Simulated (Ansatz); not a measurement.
# A hypothetical structure for HAuS2, part 2 of 2

Starting from a made-up structure for HAuS2, the aim is the relaxed cell, its shortest contacts and, where a second run follows, its electronic structure.

Ansatz 0.2.0; DFT, PBE, plane-wave PAW, files of the set soft_1, scalar-relativistic, no spin, cell and ions relaxed at zero pressure; PAW set soft_1 (the session's first sound run).

So far: Starting point; Relaxation of the guess. The relaxed cell has a, b, c = 3.537, 9.592, 5.411 Å (conventional setting).

## Step 3: Electronic structure of the relaxed cell

With the geometry fixed, one more self-consistent run, with a narrower smearing and the mesh shown in its input, gives the bands, and its pressure, and its forces where symmetry allows any, show how far the geometry depends on these settings.

This step: DFT, PBE, plane-wave PAW, files of the set soft_1, scalar-relativistic, no spin, bands and density of states at the relaxed cell; PAW set soft_1 (Ansatz 0.2.0).

Contents of input.yaml:

```yaml
crystal:
  lattice:
    - [3.5366233475, 0.0, 0.0]
    - [0.0, 9.5921308654, 0.0]
    - [0.0, 0.0, 5.411343189]
  atoms:
    - { symbol: Au, position: [0.0, 0.7729120841, 0.2806323236] }
    - { symbol: Au, position: [0.5, 0.2270879159, 0.7806323236] }
    - { symbol: S, position: [0.0, 0.1248769393, 0.004525166] }
    - { symbol: S, position: [0.0, 0.3368195214, 0.5547153881] }
    - { symbol: S, position: [0.5, 0.6631804786, 0.0547153881] }
    - { symbol: S, position: [0.5, 0.8751230607, 0.504525166] }
    - { symbol: H, position: [0.5, 0.7505181511, 0.8453271224] }
    - { symbol: H, position: [0.0, 0.2494818489, 0.3453271224] }
kpoints:
  mp_grid: { grid: [10, 4, 6] }
  band_path:
    path:
      - [[0.0, 0.0, 0.0], [-0.5, 0.0, 0.0], [-0.5, 0.0, -0.5], [0.0, 0.0, -0.5], [0.0, 0.0, 0.0], [0.0, -0.5, 0.0], [-0.5, -0.5, 0.0], [-0.5, -0.5, -0.5], [0.0, -0.5, -0.5], [0.0, -0.5, 0.0]]
      - [[0.0, 0.0, -0.5], [0.0, -0.5, -0.5]]
      - [[-0.5, -0.5, 0.0], [-0.5, 0.0, 0.0]]
      - [[-0.5, 0.0, -0.5], [-0.5, -0.5, -0.5]]
    npoints: 6
scf:
  occupations: { method: fermi_dirac, width: 0.03 }
  n_extra_bands: 12
hamiltonian:
  xc: pbe
  pseudopotentials: { kind: paw, azcp: { folder: soft_1 } }
output:
  forces: true
  stress: true
  write_bands: true
  dos: { projected: true }
  write_density: true
  write_potential: true
  elf: true
  volumetric_format: npy
```

Launch:

```console
$ ansatz run input.yaml --threads 4 --pin off --max-ram 10240MiB --backend cpu --events-out ev --progress --plain --runs-dir out
```

Numbers of over 12 decimals in the logs are rounded to 6 here.

What it wrote:

```text
[...]
Crystal: 8 atoms, lattice volume = 183.573 Å³
Basis set: ecut = 420 eV, 3549 PW (Γ), exchange–correlation on 48×144×80 points (8 copies of the dense FFT grid, shifted against one another)
Bands: 44, of which v1, the nominal top of the filled ones, is band 32 counted from 1 (31 counted from 0)
Symmetry: 4 space group operations
[...]
k-points: 72 of 240 (time reversal used)
[...]
SCF iter   1: F=—  HF=-29945.845151 eV  |F-HF|=—  |Δ(HF+E_count)|=         —  Δρ=7.72e-2  dr2=1.45e1  ethr=3.10e-3  ⟨swp⟩=7.9  Hψ=15757  notcnv=0  defer=49
[...]
SCF iter   9: F=-29942.769422 eV  HF=-29942.769422 eV  |F-HF|=1.14e-7  |Δ(HF+E_count)|=   2.32e-6  Δρ=4.99e-6  dr2=6.16e-8  ethr=1.56e-10  ⟨swp⟩=21.2  Hψ=30366  notcnv=0
SCF 1 converged in 9 iterations: F = -29942.769422 eV  dr2 = 6.16e-8
[...]
NSCF: frozen V_eff on 76 k-points
SCF converged after 9 iterations
Free energy (F): -29942.769422 eV
[...]
Internal energy: -29942.769422 eV  (E = F + TS)
E sigma→0 (E₀):  -29942.769422 eV
Fermi energy:    4.831531 eV
[...]
--- Forces (eV/Å), atoms counted from 1 ---
  atom   1  Au     0.00000000     0.00185970     0.00030158
  atom   2  Au    -0.00000000    -0.00185970     0.00030158
  atom   3  S      0.00000000    -0.00029478     0.00138756
  atom   4  S     -0.00000000    -0.00218020    -0.00609985
  atom   5  S     -0.00000000     0.00218020    -0.00609985
  atom   6  S      0.00000000     0.00029478     0.00138756
  atom   7  H      0.00000000    -0.00327453     0.00440757
  atom   8  H      0.00000000     0.00327453     0.00440757
  max |Σ_I F_I| component: 6.26e-6 eV/Å
--- Stress (GPa, compression-positive) ---
        0.009807       0.000000       0.000000
        0.000000      -0.000798       0.000000
        0.000000       0.000000      -0.001065
  P = ⅓ Tr σ = 0.0026 GPa (0.026 kbar)
--- Band table (eV; the first three rows and the last of 72) ---
  k-point 0: bands = [... 28 lower, 2.8453, 2.8944, 3.3029, 3.5099, 6.4451, 6.5931, 7.8944, 8.3825, ... 8 higher]
  k-point 1: bands = [... 28 lower, 2.9311, 3.0145, 3.4886, 3.5430, 6.4170, 6.5402, 8.2034, 8.2486, ... 8 higher]
  k-point 2: bands = [... 28 lower, 3.1301, 3.2101, 3.6323, 3.9788, 6.3640, 6.4293, 8.0789, 8.4912, ... 8 higher]
  k-point 71: bands = [... 28 lower, 1.7794, 1.7794, 3.8627, 3.8627, 6.0183, 6.0183, 8.3536, 8.3536, ... 8 higher]
```

The job ended after 13 s (4 threads of Intel Xeon Platinum 8559C (Emerald Rapids), shared host; peak memory 0.88 GiB; 49 s of CPU time).

This step gave:

* free energy: -29942.7694 eV
* Fermi energy: 4.832 eV
* gap by band count: 1.084 eV
* pressure: 0.002648 GPa

From bands.tsv. Electronic bands along the path, in eV, zero at the valence top; v1 is the highest filled band, c1 the lowest empty one:

```tsv
point	v4	v3	v2	v1	c1	c2	c3	c4
Γ	-1.46	-1.42	-1.01	-0.80	2.14	2.28	3.58	4.07
X	-2.38	-2.38	-0.02	-0.02	1.59	1.59	4.19	4.19
S	-2.63	-2.63	-0.44	-0.44	1.80	1.80	4.03	4.03
Y	-1.10	-1.10	-0.28	-0.28	2.05	2.05	3.79	3.79
Γ	-1.46	-1.42	-1.01	-0.80	2.14	2.28	3.58	4.07
Z	-1.50	-1.36	-1.14	-0.83	2.17	2.25	4.24	4.31
U	-2.51	-2.51	0.00	0.00	1.64	1.64	4.32	4.32
R	-2.53	-2.53	-0.45	-0.45	1.71	1.71	4.04	4.04
T	-1.19	-1.19	-0.26	-0.26	2.05	2.05	3.96	3.96
Z	-1.50	-1.36	-1.14	-0.83	2.17	2.25	4.24	4.31
jump to Y	-1.10	-1.10	-0.28	-0.28	2.05	2.05	3.79	3.79
T	-1.19	-1.19	-0.26	-0.26	2.05	2.05	3.96	3.96
jump to U	-2.51	-2.51	0.00	0.00	1.64	1.64	4.32	4.32
X	-2.38	-2.38	-0.02	-0.02	1.59	1.59	4.19	4.19
jump to S	-2.63	-2.63	-0.44	-0.44	1.80	1.80	4.03	4.03
R	-2.53	-2.53	-0.45	-0.45	1.71	1.71	4.04	4.04
```

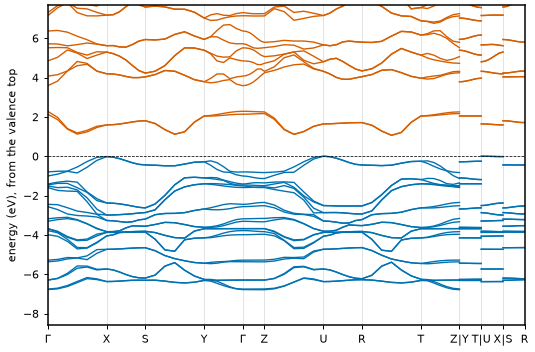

Electronic bands along the path; lines of filled and empty bands in two colours.

Counts of states for the cell as run, both spins, by energy window (eV from the valence-band top):

```csv
from,to,total
-8,-7,0.00
-7,-6,5.38
-6,-5,5.50
-5,-4,6.69
-4,-3,7.33
-3,-2,5.90
-2,-1,5.20
-1,0,3.99
0,1,0.00
1,2,3.75
2,3,0.25
3,4,0.35
4,5,5.08
5,6,5.04
```

A further 24.0 states lie below the table's range.

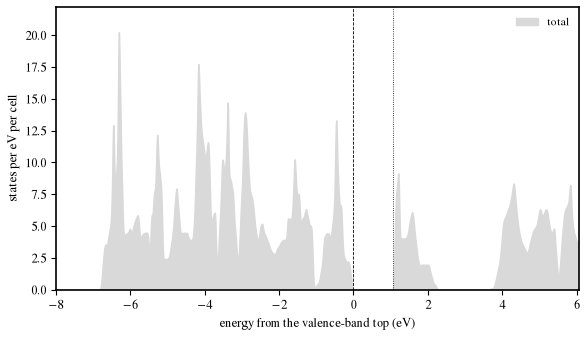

Total density of states, smoothed over about 0.04 eV. The dotted line marks the lowest empty level found on the path.

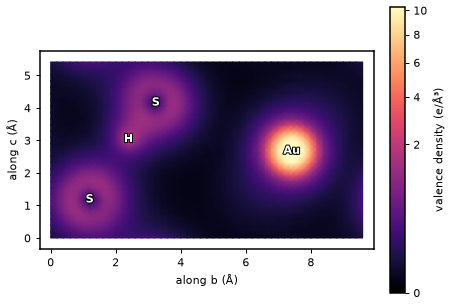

Valence density in the bc plane at fractional x = 0.000, with atoms of Au and S and H within 0.2 Å of it. It is the smooth field of the valence electrons, not physical close to the nuclei. The map starts off the cell's origin, so that atoms lie inside it. The colour scale is stretched toward low values.

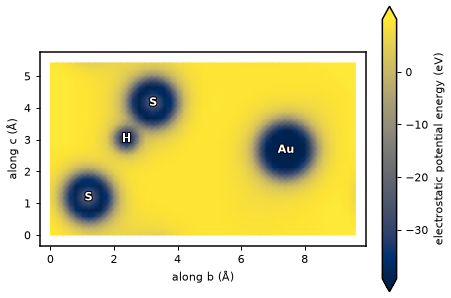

Electrostatic potential energy in the bc plane at fractional x = 0.000, with atoms of Au and S and H within 0.2 Å of it. With pseudopotentials it is smooth inside the atoms' cores, unlike the true potential. The map starts off the cell's origin, so that atoms lie inside it.

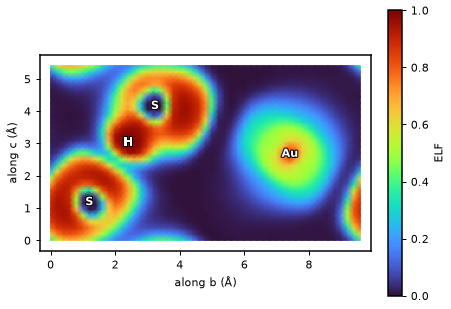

ELF in the bc plane at fractional x = 0.000, with atoms of Au and S and H within 0.2 Å of it. It is the smooth field of the valence electrons, not physical close to the nuclei. The map starts off the cell's origin, so that atoms lie inside it.

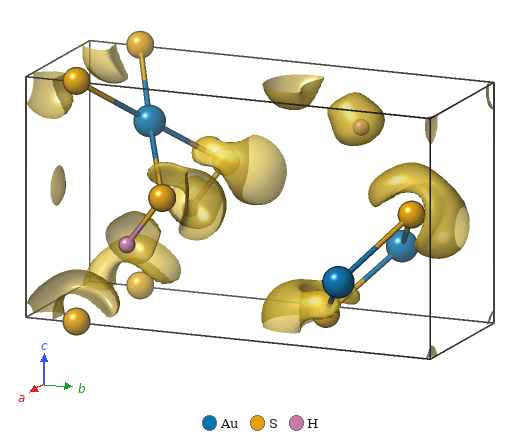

Surface of ELF = 0.85. Bonds to atoms that aren't drawn are left out.

## Step 4: Results

| Item | Value |
| --- | --- |
| space group, relaxed | Pmn2_1 |
| conventional cell | a = 3.537, b = 9.592, c = 5.411 Å; α = 90.0°, β = 90.0°, γ = 90.0° |
| volume per atom | 22.95 Å³ (guess 22.30) |

**Reading.** HAuS2 relaxes to Pmn2_1 with a = 3.537, b = 9.592 and c = 5.411 Å. The guessed volume was 3 % too small. The space group Pmn2_1 was held in the relaxation, so the end point is a stationary structure within it and may be a saddle against distortions or other arrangements. It has an indirect Kohn–Sham gap of 1.06 eV, which semilocal functionals understate. On the 10×4×6 mesh with the narrower smearing (relaxed on 7×3×5) the largest force component is 0.006 eV/Å and the largest stress component is 0.010 GPa, within the relaxation's thresholds of 0.015 eV/Å and 0.05 GPa. The cutoff wasn't tested. A vector of the cell changed its length by 10 %, more than the volume shows. Spin-orbit coupling is left out, which can matter for elements this heavy. No dispersion term is used, so weakly bound directions may come out too long. Nothing here tests whether the compound is stable against decomposition.

[Logs are printed without paths, hosts, clocks, repeated set-up lines and the standing remarks that a program may print on its own settings, such as how far it seeks lower states.]

[Hosts, paths, dates, database ids (printed as entryN), source tags and the programs' standing remarks are cut or masked in the printed files.]
